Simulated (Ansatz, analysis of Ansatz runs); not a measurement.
# A hop of O in BaZrO3 (Pm-3m): barrier against cell size

Aim: the barrier of one jump in BaZrO3 (Pm-3m) (V_O hop (3.0 Å), charge +2) in cells of several sizes and samplings, and what each costs. The smallest model is a cell of 20 host atoms with 1 O taken out.

Calculated with Ansatz 0.2.0; plane-wave PAW DFT, PBEsol; nudged elastic band between two relaxed defect structures at fixed charge in a uniform background.

### 1. Set-up

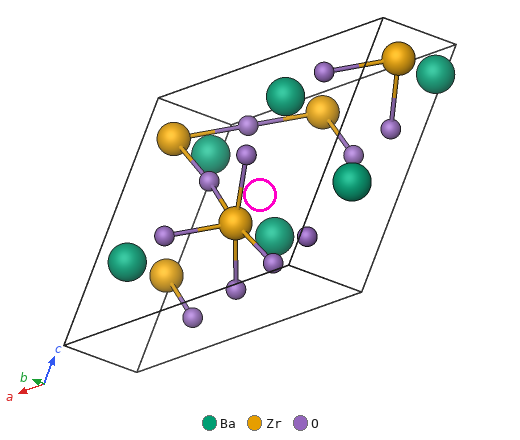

The cell as given, from a free direction (barium teal, zirconium orange, oxygen purple). A ring marks the middle of the ideal hop wherever no atom is near it. Some periodic images of atoms are drawn too.

The cell holds 19 atoms: 4 Ba, 4 Zr and 11 O. Cell: a = 7.241 Å, b = 7.241 Å, c = 7.241 Å, α = 109.5°, β = 109.5°, γ = 109.5°. It derives from BaZrO3 (space group Pm-3m). Nearest the centre at fractional (0.000, 0.875, 0.625): O9 at 1.41 Å, Zr5 at 1.54 Å, O16 at 2.49 Å, O17 at 2.50 Å, Ba1 at 2.61 Å, Ba2 at 2.62 Å, O12 at 3.23 Å, O11 at 3.24 Å. The cell carries charge +2.

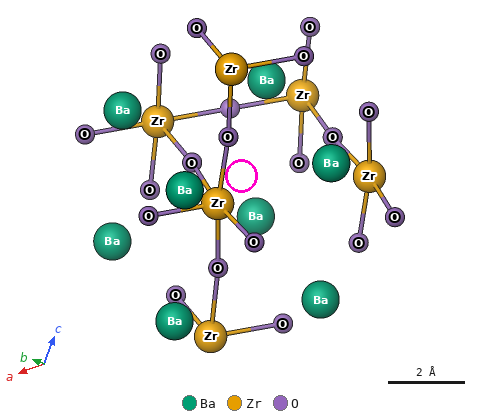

The atoms within 5 Å of the centre. A ring marks the middle of the ideal hop wherever no atom is near it.

The cell's shortest repeat is 7.2 Å.

### 2. The band in the smallest cell

In each cell both ends are relaxed first and a climbing-image band joins them. Strain fields of neighbouring copies, and their charges if any, can act otherwise on the top of the path than on its ends, so the barrier may drift with size.

Contents of qp2_c20k1s.neb/input.yaml:

```yaml
crystal:
  lattice:
    - [-4.18063673, 4.18063673, 4.18063673]
    - [4.18063673, -4.18063673, 4.18063673]
    - [4.18063673, 4.18063673, -4.18063673]
  atoms:
    - { symbol: Ba, position: [0.00606728, 0.00428856, 0.01036226] }
    - { symbol: Ba, position: [0.00608451, 0.49423273, 0.50031907] }
    - { symbol: Ba, position: [0.49602451, 0.00427428, 0.50034452] }
    - { symbol: Ba, position: [0.49602544, 0.49419224, -0.00974083] }
    - { symbol: Zr, position: [0.01282941, 0.01104659, 0.50029364] }
    - { symbol: Zr, position: [0.00105245, 0.49926319, 0.00031155] }
    - { symbol: Zr, position: [0.50106097, -0.0007284, 0.00031988] }
    - { symbol: Zr, position: [0.48925875, 0.48746811, 0.50029952] }
    - { symbol: O, position: [0.2385079, -0.00832744, 0.74547626] }
    - { symbol: O, position: [0.26371224, 0.50697045, 0.25514731] }
    - { symbol: O, position: [0.74819726, -0.00854315, 0.25514623] }
    - { symbol: O, position: [0.7538253, 0.50699476, 0.74547672] }
    - { symbol: O, position: [0.25098122, 0.24916583, 0.5001372] }
    - { symbol: O, position: [0.25100393, 0.74934227, 0.00033554] }
    - { symbol: O, position: [0.75110869, 0.24919408, 0.00029031] }
    - { symbol: O, position: [-0.00666491, 0.23671968, 0.74534328] }
    - { symbol: O, position: [-0.00669637, 0.74636851, 0.25525691] }
    - { symbol: O, position: [0.50891467, 0.26197033, 0.25526204] }
    - { symbol: O, position: [0.50865489, 0.75203462, 0.74534309] }
total_charge: 2
basis:
  ecutwfc: 420
  xc_grid: 2
hamiltonian:
  xc: pbesol
kpoints:
  mp_grid: { grid: [1, 1, 1], shift: [0.25, 0.25, 0.25] }
scf:
  occupations: { method: fixed }
  max_iter: 150
output:
  forces: true
neb:
  images: 3
  f_tol: 0.04
  climbing: true
  initial_path: idpp
  max_iterations: 45
  order_check: false
  final_atoms:
    - { symbol: Ba, position: [-0.00298783, -0.00014677, 0.00626575] }
    - { symbol: Ba, position: [-0.00298342, 0.48922402, 0.49564519] }
    - { symbol: Ba, position: [0.50761398, -0.00014012, 0.4956707] }
    - { symbol: Ba, position: [0.50761719, 0.51043427, 0.00624761] }
    - { symbol: Zr, position: [-0.0093887, -0.0001542, 0.48925044] }
    - { symbol: Zr, position: [0.00231409, 0.499856, 0.00094446] }
    - { symbol: Zr, position: [0.51399398, -0.00016108, 0.01264352] }
    - { symbol: Zr, position: [0.50233805, 0.49987753, 0.50095151] }
    - { symbol: O, position: [-0.23506544, -0.24524746, 0.50867789] }
    - { symbol: O, position: [0.2524904, 0.50003494, 0.25093605] }
    - { symbol: O, position: [0.75214044, -0.00032553, 0.25093156] }
    - { symbol: O, position: [0.75218921, 0.4997508, 0.75096303] }
    - { symbol: O, position: [0.25487931, 0.24497328, 0.50840158] }
    - { symbol: O, position: [0.24945975, 0.75476333, -0.00681102] }
    - { symbol: O, position: [0.73997019, 0.24497751, -0.00651657] }
    - { symbol: O, position: [0.009895, 0.24497077, 0.75362727] }
    - { symbol: O, position: [0.0099194, 0.75476447, 0.26344123] }
    - { symbol: O, position: [0.49474737, 0.24499029, 0.23846863] }
    - { symbol: O, position: [0.49472738, 0.75476958, 0.7482315] }
```

Launch:

```bash
$ ansatz run input.yaml --threads 4 --pin off --max-ram 14131MiB --backend cpu --events-out ev --progress --plain --runs-dir out
```

Numbers of over 12 decimals in the logs are rounded to 6 here.

The log of the run:

```text
[... repeated set-up lines and file paths are left out, and long positions are rounded to six places ...]
Warning: neb: disabling space-group detection — the band's intermediate images generally break the endpoint symmetry, so the full k-mesh is solved, and no spatial operation symmetrises the density, except that a semilocal band can use its path's symmetry [...]
Engine: ansatz 0.2.0, aarch64-unknown-linux-gnu
Pseudopotentials: kind: paw
Pseudopotential: Ba, paw, valence charge 10, recommended cutoff 420 eV (normal), Ba.paw.azcp
Pseudopotential: Zr, paw, valence charge 12, recommended cutoff 420 eV (normal), Zr.paw.azcp
Pseudopotential: O, paw, valence charge 6, recommended cutoff 420 eV (normal), O.paw.azcp
Functional definition: PBEsol
  exchange = pbesol_x
  correlation = pbesol_c
parallel-image band execution: 3 concurrent image workers
NEB image 0
Crystal: 19 atoms, lattice volume = 292.272 Å³
Basis set: ecut = 420 eV, 5721 PW (Γ), exchange–correlation on 100×100×100 points (8 copies of the dense FFT grid, shifted against one another)
Bands: 95, of which v1, the nominal top of the filled ones, is band 76 counted from 1 (75 counted from 0)
Symmetry: 1 space group operations
k-points: 1
Non-local potential: Ba, projectors of the file, l = 0: 3, l = 1: 2, l = 2: 2, l = 3: 2
Non-local potential: Zr, projectors of the file, l = 0: 3, l = 1: 2, l = 2: 2, l = 3: 2
Non-local potential: O, projectors of the file, l = 0: 2, l = 1: 2, l = 2: 1
PAW form: soft (Blöchl's): semilocal exchange-correlation on the pseudo side does not see the compensation charge
PAW frozen core: Ba, regenerated for the run's functional, and the local potential with it (the file was generated under x = pbe(κ = 0.804, μ = 0.219515), c = pbe(β = 0.066725))
PAW frozen core: Zr, regenerated for the run's functional, and the local potential with it (the file was generated under x = pbe(κ = 0.804, μ = 0.219515), c = pbe(β = 0.066725))
PAW frozen core: O, regenerated for the run's functional, and the local potential with it (the file was generated under x = pbe(κ = 0.804, μ = 0.219515), c = pbe(β = 0.066725))
PAW one-centre angular grid: Ba, 194 points (default); XC on 64 Gauss nodes
PAW one-centre angular grid: Zr, 590 points (default); XC on 64 Gauss nodes
PAW one-centre angular grid: O, 110 points (default); XC on 64 Gauss nodes
Initial density: superposition of atomic densities (neutral atoms scaled as one to the charged cell's electrons: chi_scale 0, normalization atom), corrected by the library's trained network
Initial wavefunctions: pseudopotential atomic-orbital guess
Functional: x = pbesol(κ = 0.804, μ = 0.123457), c = pbesol(β = 0.046)
[...]
E_ewald      = -10259.640150
  E_core_change = 1.656781  (= ΣΔE_core)
  E_smearing   = -0.000000  (= −TS)
  E_closure    = 0.000000  (closes the sum)
  E_deformation_potential = 40.767541  (in the stress; not in F)
  Σ components = -46191.644642   (vs F -46191.644642, Δ=0.00e0)
--- Forces (eV/Å), atoms counted from 1 ---
  atom   1  Ba    -0.01079544    -0.00559117     0.00560784
  atom   2  Ba    -0.00178888     0.00055243    -0.00139231
  atom   3  Ba    -0.00859273     0.00472230     0.00074401
  atom   4  Ba     0.00590749     0.00198608    -0.00326357
  atom   5  Zr     0.01787126    -0.00283946    -0.01090587
  atom   6  Zr     0.00508298     0.00827800     0.00167512
  atom   7  Zr     0.00469851     0.00128684    -0.00414213
  atom   8  Zr     0.00250921    -0.00743901     0.01002451
[...]
atom  16  O     -0.00804186    -0.00330379     0.00388024
  atom  17  O     -0.00421960     0.00048832     0.00001377
  atom  18  O      0.00304689     0.00172473    -0.00277850
  atom  19  O      0.00009676     0.00269102    -0.00190932
  max |Σ_I F_I| component: 2.13e-5 eV/Å
--- Band table (eV) ---
  k-point 0: bands = ["-37.5327", "-37.5319", "-37.2000", "-36.9913", [... 87 left out ...] "15.9935", "16.0498", "16.4361", "16.5936"]
this run last wrote the band of iteration 9 to <dir>
--- NEB band (5 images, 9 band iterations, 226 SCF iterations) ---
  forward barrier  = 0.971727 eV
  backward barrier = 0.971594 eV
  climbing image's point = of an order that was not read
  energies are F+E_penalty+E_count in eV, relative to image 0
  image     s (Å)  Δ vs image 0  max|band force component| (eV/Å)
      0    0.0000      0.000000                                 —
      1    0.7542      0.542817                          9.208e-3
  *   2    1.5084      0.971727                          1.787e-2
      3    2.2620      0.543239                          8.440e-3
      4    3.0157      0.000133                                 —
  climbing-image geometry (image 2):
  cell:  # Å, volume = 292.2721 Å³
    - [-4.18063673, 4.18063673, 4.18063673]
    - [4.18063673, -4.18063673, 4.18063673]
    - [4.18063673, 4.18063673, -4.18063673]
  atoms:
    - { symbol: Ba, position: [0.001691, 0.010831, 0.007935] }
    - { symbol: Ba, position: [0.001699, 0.492399, 0.489414] }
    - { symbol: Ba, position: [0.501612, 0.006092, 0.494184] }
    - { symbol: Ba, position: [0.501698, 0.505966, -0.005959] }
    - { symbol: Zr, position: [0.001697, 0.010057, 0.489913] }
    - { symbol: Zr, position: [0.001671, 0.505510, -0.005504] }
    - { symbol: Zr, position: [0.510057, -0.001907, 0.010431] }
    - { symbol: Zr, position: [0.493311, 0.489709, 0.502079] }
    - { symbol: O, position: [0.001667, -0.154332, 0.654398] }
    - { symbol: O, position: [0.263800, 0.506879, 0.255422] }
    - { symbol: O, position: [0.723820, -0.026416, 0.248828] }
    - { symbol: O, position: [0.747949, 0.499979, 0.746546] }
    - { symbol: O, position: [0.279488, 0.251449, 0.526646] }
    - { symbol: O, position: [0.255413, 0.753711, 0.000258] }
    - { symbol: O, position: [0.739609, 0.244774, -0.006642] }
    - { symbol: O, position: [0.001670, 0.254264, 0.741068] }
    - { symbol: O, position: [0.001686, 0.759270, 0.245842] }
    - { symbol: O, position: [0.501696, 0.254164, 0.245999] }
    - { symbol: O, position: [0.501675, 0.754171, 0.745989] }
[key lines of the parts left out:]
SCF converged after 6 iterations
Free energy (F): -46191.644642 eV
Fermi energy:    9.166418 eV
```

It took 75 s on 4 threads of Arm Neoverse N1, shared host; peak memory 1 GiB; 3.7 min of CPU time.

In the SCF lines HF is the Harris–Foulkes energy and dr2 the Hartree energy of the density residual, in eV; the loop may stop once dr2 is under the threshold and the program's other checks hold. Hψ counts applications of the Hamiltonian.

The path, image by image:

```tsv
image	path (Å)	energy (eV)	O9: x, y, z (Å)
0	0.000	0.0000	2.085, 4.148, -2.154
1	0.754	0.5428	2.083, 3.878, -2.808
2	1.508	0.9717	2.084, 3.388, -3.374
3	2.262	0.5432	2.083, 2.823, -3.864
4	3.016	0.0001	2.084, 2.169, -4.135
```

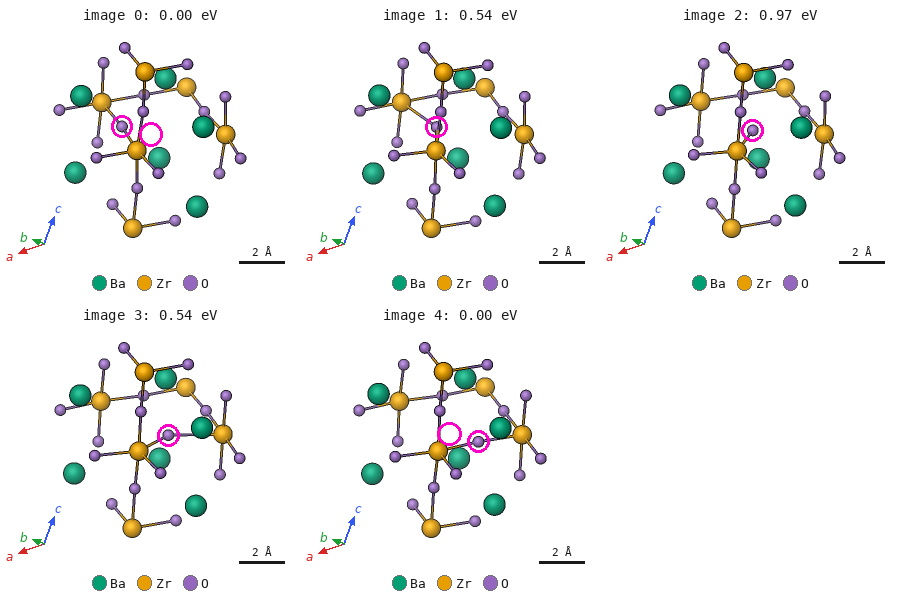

Images along the path; O9 is ringed. A ring with no atom in it marks the middle of the ideal hop.

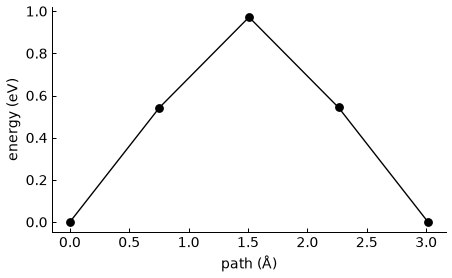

Energy along the path.

### 3. The series

The other cells are run alike, on 4 threads of Arm Neoverse N1, shared host.

```tsv
host atoms	shortest repeat (Å)	k-points	forward (eV)	backward (eV)	hop length (Å)	iterations	time of the band	peak memory (GiB)
20	7.2	one point at (¼, ¼, ¼)	0.972	0.972	2.80	9	75 s	1.0
40	8.4	one point at (¼, ¼, ¼)	0.686	0.686	2.61	9	5.7 min	2.2
80	11.8	one point at (¼, ¼, ¼)	0.610	0.610	2.64	23	53 min	6.9
```

Energies along each band (eV from the start):

```tsv
host atoms	k-points	energies
20	one point at (¼, ¼, ¼)	0.000, 0.543, 0.972, 0.543, 0.000
40	one point at (¼, ¼, ¼)	0.000, 0.321, 0.686, 0.324, 0.000
80	one point at (¼, ¼, ¼)	0.000, 0.259, 0.610, 0.175, -0.001
```

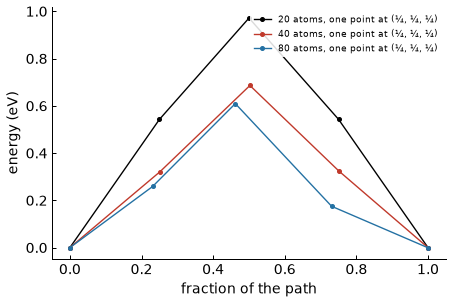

The bands, by cell.

### 4. What came out

| Quantity | Value |
| --- | --- |
| barrier, 20 atoms, one point at (¼, ¼, ¼) | 0.972 eV |
| barrier, 40 atoms, one point at (¼, ¼, ¼) | 0.686 eV |
| barrier, 80 atoms, one point at (¼, ¼, ¼) | 0.610 eV |

**Reading.** The largest cell gives a barrier of 0.61 eV and the first set-up 0.97 eV; over the series the values spread by 0.36 eV. The last two differ by 0.077 eV, so the series has not settled. One k-point samples cells of unlike shape differently, so the spread mixes size with sampling. The hop length changes between cells, so the ends did not relax into the same structures everywhere. The time of one iteration grows about as the number of atoms to the power 2.0, on shared hosts. No image-charge correction is applied. The order of the top as a saddle was not checked for all atoms, so a bent path could be lower. Keep in mind: one k-point off the zone centre stands for the whole zone; spin–orbit coupling, which can matter with heavy atoms, is left out.

[Logs are printed without paths, hosts, clocks, repeated set-up lines and the standing remarks that a program may print on its own settings, such as how far it seeks lower states.]

[Hosts, paths, dates, database ids (printed as entryN), source tags and the programs' standing remarks are cut or masked in the printed files.]
